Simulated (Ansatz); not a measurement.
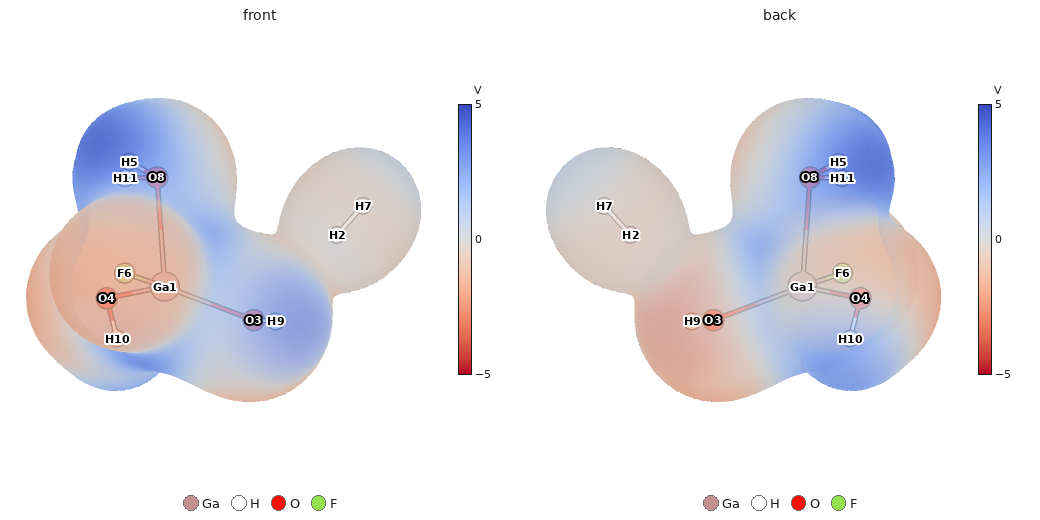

*FGaH$_{4}$O$_{3}$···H$_{2}$. The electrostatic potential painted on the density surface at 0.004 e/bohr³, seen from the front and from behind; the colour scale runs from red (negative) to blue (positive).*

Level of theory: RKS PBE0-D4/def2-SVP (Ansatz 0.2.0).

Input file:

```
crystal:
  periodic: [false, false, false]
  atoms:
    - { symbol: Ga, position_ang: [-0.149611, -0.770764, -0.007091] }
    - { symbol: H, position_ang: [-0.189437, 1.68363, -1.420379] }
    - { symbol: O, position_ang: [-0.61892, -0.768065, -1.724551] }
    - { symbol: O, position_ang: [-1.330971, -0.38364, 1.285156] }
    - { symbol: H, position_ang: [1.720302, 0.155719, 1.179412] }
    - { symbol: F, position_ang: [1.209064, -1.835954, 0.451322] }
    - { symbol: H, position_ang: [0.147681, 1.986574, -0.880495] }
    - { symbol: O, position_ang: [1.04169, 0.741227, 0.803851] }
    - { symbol: H, position_ang: [-0.026877, -1.297009, -2.271506] }
    - { symbol: H, position_ang: [-2.255207, -0.491003, 1.043278] }
    - { symbol: H, position_ang: [0.452385, 0.979284, 1.540903] }
basis:
  gaussian: { orbitals: def2-SVP }
hamiltonian:
  xc: pbe0
  dispersion: d4
relax:
  f_tol: 0.03
  max_steps: 50
output:
  orbitals: {}
```

Run with:

```sh
ansatz run input.yaml --threads 2 --pin off --max-ram 3072MiB --backend cpu --events-out ev --progress --plain --runs-dir out
```

The fields are those of the relaxed geometry.

**Where is the surface potential most negative and most positive?**

The most negative region (about −1.9 V) lies over O3, the most positive (about +4.1 V) over H5 and H11. O3 is the likeliest acceptor of a hydrogen bond.
